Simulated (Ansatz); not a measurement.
# SiF3 (trifluorosilyl): U-wB97M-V/STO-3G

Aim: the energy change on altering one bond length of SiF3 (trifluorosilyl) at U-wB97M-V/STO-3G, from 2 runs. 

The calculation is run with Ansatz 0.2.0.

9 further runs of the same task are left out: 7 that didn't finish, 2 set aside as unsound or not needed.

### Step 1. The molecule

SiF3 has 4 atoms, charge 0, and is taken as a doublet. SMILES: `F[Si](F)F`. Geometry: relaxed at PBE0-D4/def2-TZVP.

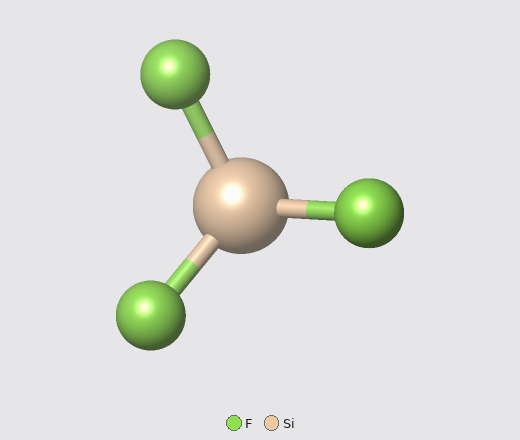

The structure, seen from a chosen angle (fluorine green, silicon light orange).

### Step 2. A single-point energy at U-wB97M-V/STO-3G

job.yaml reads:

```yaml
crystal:
  periodic: [false, false, false]
  atoms:
    - symbol: F
      position_ang: [0.784850, -0.507040, 1.151700]
    - symbol: Si
      position_ang: [-0.282750, 0.213060, 0.234280]
    - symbol: F
      position_ang: [-0.994260, -0.892250, -0.644340]
    - symbol: F
      position_ang: [0.492160, 1.186230, -0.741640]
basis:
  gaussian: {orbitals: STO-3G}
magnetization: {spin_polarized: true, initial_magnetization: 1}
hamiltonian: {xc: {name: wB97M-V}}
accuracy: high
```

On the command line:

```bash
$ ansatz run job.yaml --threads 1 --pin off --max-ram 3480MiB --events-out events.jsonl --progress --plain --runs-dir runs
```

Log:

```text
Warning: RAYON_NUM_THREADS=1 ignored (pool sized by the plan → 1); use --threads N
Functional definition: wB97M-V
  name "wB97M-V"
  parameter omega = 0.3/bohr
  parameter cx = 0.15
  parameter cx01 = 1.007
  parameter cx10 = 0.259
  parameter css00 = 0.443
  parameter css04 = -1.437
  parameter css10 = -4.535
  parameter css20 = -3.390
  parameter css43 = 4.278
  parameter cos00 = 1.000
  parameter cos10 = 1.358
  parameter cos20 = 2.924
  parameter cos21 = -8.812
  parameter cos60 = -1.390
  parameter cos61 = 9.142
  parameter b = 6.0
  parameter c = 0.01
  gx(w, u) = 1 - cx + cx01*u + cx10*w
  gss(w, u) = css00 + css04*u^4 + css10*w + css20*w^2 + css43*w^4*u^3
  gos(w, u) = cos00 + cos10*w + (cos20 + cos21*u)*w^2 + (cos60 + cos61*u)*w^6
  exchange = spin_sum(e_x_unif_sr(omega)*gx(b97_w, b97_u_x)) + cx*exact_x_sr(omega) + exact_x_lr(omega)
  correlation = spin_sum(e_c_pw_mod_same_spin*gss(b97_w, b97_u_same))
      + integral(e_c_pw_mod_opposite_spin*gos(b97_w_opposite, b97_u_opposite)) + vv10(b, c)
460 factors; integrals over basis functions are off by at most 3.1e-8 eV
152 factors; integrals over basis functions are off by at most 7.0e-10 eV
mean field evaluation 1: about -15816.2222 eV, gradient 1.9e1 eV
mean field evaluation 2: about -15818.7745 eV, gradient 9.3e0 eV
mean field evaluation 4: about -15819.3292 eV, gradient 1.4e-1 eV
mean field evaluation 8: about -15819.3344 eV, gradient 5.8e-3 eV
mean field evaluation 16: about -15819.3344 eV, gradient 7.4e-7 eV
mean field -15819.33441473 eV, -581.3498170113 hartree, gradient 3.0e-8 eV, S^2 0.752711; 0 other end points of the search recorded, 0 dependent functions left out
reference -15819.33441632 eV, -581.3498170698 hartree; 21, 20 occupied and 3, 4 virtual orbitals, 460 factors
Total energy: -15819.33441632 eV, -581.3498170698 hartree
```

Run time: 19 s. Hardware: 1 thread of Intel Xeon Platinum 8375C at 2.90GHz (Ice Lake), shared host; peak memory 0.55 GiB.

### Step 3. The distorted shape

in.yaml reads:

```yaml
crystal:
  periodic: [false, false, false]
  atoms:
    - {symbol: F, position_ang: [1.051741, -0.687059, 1.381047]}
    - {symbol: Si, position_ang: [-0.282750, 0.213060, 0.234280]}
    - {symbol: F, position_ang: [-0.994260, -0.892250, -0.644340]}
    - {symbol: F, position_ang: [0.492160, 1.186230, -0.741640]}
basis:
  gaussian:
    orbitals: STO-3G
magnetization:
  spin_polarized: true
  initial_magnetization: 1
hamiltonian:
  xc: {name: wB97M-V}
accuracy: high
```

On the command line:

```bash
$ ansatz run in.yaml --threads 1 --pin off --max-ram 3480MiB --events-out events.jsonl --progress --plain --runs-dir runs
```

Log, cut to the lines that bear on the results:

```text
Warning: RAYON_NUM_THREADS=1 ignored (pool sized by the plan → 1); use --threads N
[... 2 set-up lines as earlier in the session ...]
[...]
  gx(w, u) = 1 - cx + cx01*u + cx10*w
  gss(w, u) = css00 + css04*u^4 + css10*w + css20*w^2 + css43*w^4*u^3
  gos(w, u) = cos00 + cos10*w + (cos20 + cos21*u)*w^2 + (cos60 + cos61*u)*w^6
[...]
      + integral(e_c_pw_mod_opposite_spin*gos(b97_w_opposite, b97_u_opposite)) + vv10(b, c)
449 factors; integrals over basis functions are off by at most 2.8e-8 eV
154 factors; integrals over basis functions are off by at most 5.9e-10 eV
[...]
mean field -15818.32717171 eV, -581.3128015129 hartree, gradient 5.1e-8 eV, S^2 0.764478; 0 other end points of the search recorded, 0 dependent functions left out
reference -15818.32717329 eV, -581.3128015710 hartree; 21, 20 occupied and 3, 4 virtual orbitals, 449 factors
Total energy: -15818.32717329 eV, -581.3128015710 hartree
```

Wall time 21 s (1 thread of Intel Xeon Platinum 8375C at 2.90GHz (Ice Lake), shared host); peak memory 0.56 GiB.

### Step 4. What came out

Level: U-wB97M-V/STO-3G.

```
                                                          quantity          value
                                         first shape: total energy  -581.34982 Eh
                                                 first shape: ⟨S²⟩          0.753
                                     distorted shape: total energy  -581.31280 Eh
                                             distorted shape: ⟨S²⟩          0.764
energy change with the F1–Si2 bond stretched from 1.581 to 1.976 Å       1.007 eV
```

What this shows: With the F1–Si2 bond stretched from 1.581 to 1.976 Å the energy rises by 1.01 eV (97 kJ/mol). The first shape isn't relaxed at this level, so the change isn't measured from a minimum. The minimal basis adds a large error of its own.
